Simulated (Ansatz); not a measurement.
# BFH4OSi: one species, many methods

How much do the methods differ for BFH4OSi? The plan is to run it at one geometry with functionals of several rungs and with coupled cluster. The yardstick is the atomisation energy at the CCSD(T) limit.

Program: Ansatz 0.2.0, Gaussian basis. Level of theory: functionals in def2-TZVPP, the program's frozen cores in correlated methods. These are calculated values, not measurements.

The runs, in order: LDA (SPW92), PBE-D4, revPBE-D4, BLYP-D4, r2SCAN-D4, B97M-V, PBE0-D4, B3LYP-D4, r2SCANh-D4, r2SCAN0-D4, HSE06-D4, BHLYP-D4, CAM-B3LYP-D4, LC-ωPBE, ωB97X-V, ωB97M-V, B2PLYP, PBE-QIDH; CCSD(T)/def2-SVP; CCSD(T)/def2-TZVPP; MP2/def2-QZVPP; extrapolation to the limit; RPA on PBE.

## (1) The geometry

An earlier PBE0-D4 in a triple-zeta def2 set relaxation fixed the geometry.

SMILES `B[SiH](O)F`, 8 atoms, charge 0, spin multiplicity 1.

Atoms are counted from 1 here; the program's logs count them from 0.

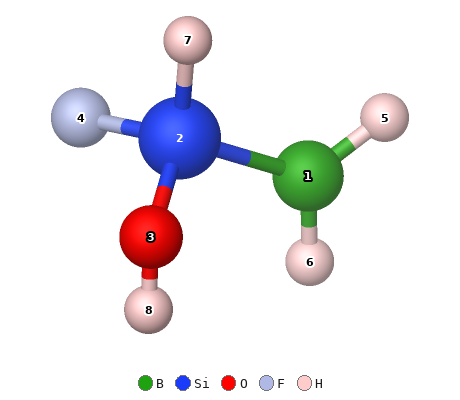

The structure; boron green, silicon blue, oxygen red, fluorine light blue, hydrogen pink; atoms are numbered from 1 in the order of the file.

## (2) LDA

This LDA is Slater exchange with PW92 correlation.

in.yaml reads:

```yaml
crystal:
  periodic: [false, false, false]
  atoms:
    - {symbol: B, position_ang: [-1.305102, 0.293313, 0.268484]}
    - {symbol: Si, position_ang: [0.577899, -0.423890, 0.214759]}
    - {symbol: O, position_ang: [1.578207, 0.593831, -0.592736]}
    - {symbol: F, position_ang: [0.472964, -1.838452, -0.539240]}
    - {symbol: H, position_ang: [-1.952194, 0.377831, 1.269372]}
    - {symbol: H, position_ang: [-1.820907, 0.667160, -0.745961]}
    - {symbol: H, position_ang: [1.263040, -0.672120, 1.502121]}
    - {symbol: H, position_ang: [1.278092, 0.945327, -1.432698]}
basis:
  gaussian: {orbitals: def2-TZVPP}
hamiltonian: {xc: lda}
output: {orbitals: {seedname: orbitals}}
```

The runs that follow: PBE-D4 (GGA); revPBE-D4 (GGA); BLYP-D4 (GGA); r2SCAN-D4 (meta-GGA); B97M-V (meta-GGA); PBE0-D4 (hybrid); B3LYP-D4 (hybrid); r2SCANh-D4 (hybrid); r2SCAN0-D4 (hybrid); HSE06-D4 (hybrid); BHLYP-D4 (hybrid); CAM-B3LYP-D4 (range-separated); LC-ωPBE (range-separated); ωB97X-V (range-separated); ωB97M-V (range-separated); B2PLYP (double hybrid); PBE-QIDH (double hybrid); CCSD(T) in def2-SVP; CCSD(T) in def2-TZVPP; MP2 in def2-QZVPP; RPA on PBE orbitals.

Q: Predict the results of all the runs planned. Wanted: atomisation energy, CCSD(T)/CBS; farthest beyond LDA; mean size of error, GGA; mean size of error, meta-GGA; mean size of error, hybrid; mean size of error, range-separated; mean size of error, double hybrid; gap, smallest and largest; T1 diagnostic.

As calculated:

```
                               quantity                                                                value
        atomisation energy, CCSD(T)/CBS                                                        2883.1 kJ/mol
 functionals within 14.4 kJ/mol (0.5 %)  PBE-D4, r2SCAN-D4, B97M-V, B3LYP-D4, CAM-B3LYP-D4, ωB97X-V, ωB97M-V
                    farthest beyond LDA                                              BHLYP-D4 (-85.9 kJ/mol)
                mean size of error, GGA                                                          30.3 kJ/mol
           mean size of error, meta-GGA                                                           1.4 kJ/mol
             mean size of error, hybrid                                                          42.2 kJ/mol
    mean size of error, range-separated                                                           9.2 kJ/mol
      mean size of error, double hybrid                                                          36.8 kJ/mol
              gap, smallest and largest                            2.95 eV (LDA (SPW92)), 10.66 eV (LC-ωPBE)
                          T1 diagnostic                                                               0.0121
triples share of the correlation energy                                                                3.0 %
```

LDA overbinds by 363.5 kJ/mol (13 %). PBE-D4 is off by +6.4 kJ/mol. Double hybrids carry the basis error of their MP2 part in triple zeta, and no dispersion term here, so their miss is partly the set-up's. The rungs meta-GGA, range-separated miss on average by less than the doubt on the reference (14.4 kJ/mol), so they tie. The reference freezes the cores and leaves out relativity and excitations past (T), so misses under about 14.4 kJ/mol can't be ranked. Hartree-Fock recovers 75 % of the binding; the rest is correlation. CCSD(T) in def2-SVP is off by -221.4 kJ/mol, more than most functionals: a good method in a small basis is no reference. Orbital gaps span 2.9 to 10.7 eV; exact exchange widens them.
